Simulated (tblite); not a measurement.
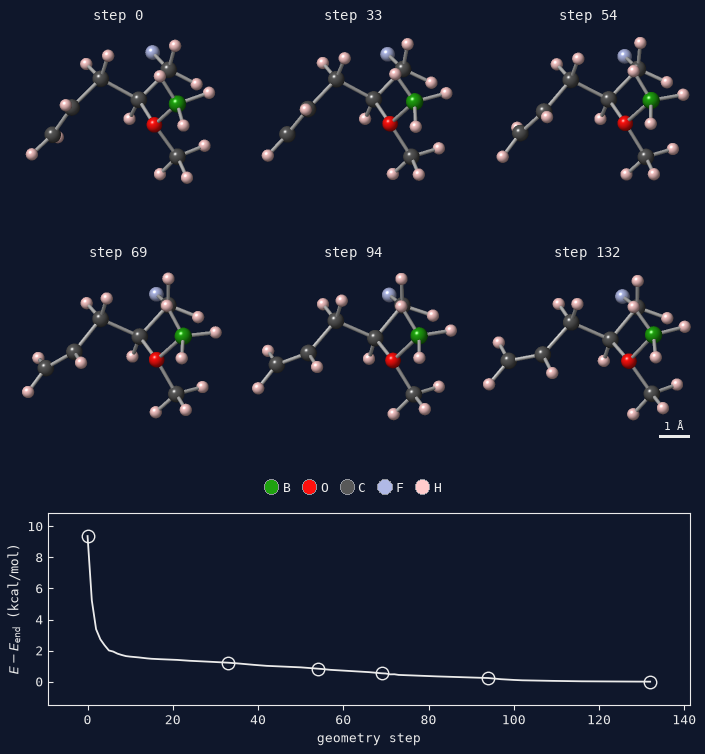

Frames of a relaxation of C6H14BFO, marked on the history of the run. A ball-and-stick model, seen at a tilt.

Computed with tblite 0.8.0, GFN2-xTB geometry optimisation, gas phase. 

> What happens along the run?

The energy falls by 9.37 kcal/mol in 132 geometry steps. The atom that moves furthest after the best rigid fit is an H atom (1.46 Å). Largest moves by element: H 1.46 Å, C 0.61 Å, B 0.30 Å, F 0.26 Å, O 0.15 Å. Among the contacts that change: B–O 1.493 → 1.666 Å, C–H 1.128 → 1.101 Å, C–H 1.116 → 1.092 Å, C–O 1.439 → 1.415 Å. Among the angles between lasting bonds that change: O–B–H 110.4° → 102.6°, H–B–H 106.8° → 113.2°, H–B–H 107.6° → 113.8°. Groups turn about C–C by about 45°. Cost: 1.8 s on 1 thread of Arm Neoverse N1, with other jobs on the host. From step 0 to 33: an H atom moves most (0.23 Å), energy −8.15 kcal/mol. From step 33 to 54: H atoms move most (0.33 Å), energy −0.38 kcal/mol. From step 54 to 69: an H atom moves most (0.38 Å), energy −0.30 kcal/mol. From step 69 to 94: an H atom moves most (0.29 Å), energy −0.31 kcal/mol. From step 94 to 132: an H atom moves most (0.32 Å), energy −0.23 kcal/mol.

| step | E − E(0), kcal/mol |
| --- | --- |
| 0 | 0.00 |
| 1 | -4.14 |
| 2 | -5.99 |
| 3 | -6.65 |
| 4 | -7.03 |
| 5 | -7.36 |
| 6 | -7.43 |
| 7 | -7.57 |
| 8 | -7.65 |
| 9 | -7.73 |
| 10 | -7.76 |
| 16 | -7.92 |
| 23 | -8.01 |
| 29 | -8.10 |
| 36 | -8.22 |
| 42 | -8.36 |
| 49 | -8.44 |
| 55 | -8.56 |
| 61 | -8.68 |
| 68 | -8.81 |
| 74 | -8.95 |
| 81 | -9.02 |
| 87 | -9.07 |
| 93 | -9.13 |
| 100 | -9.26 |
| 106 | -9.31 |
| 113 | -9.34 |
| 119 | -9.35 |
| 126 | -9.37 |
| 132 | -9.37 |
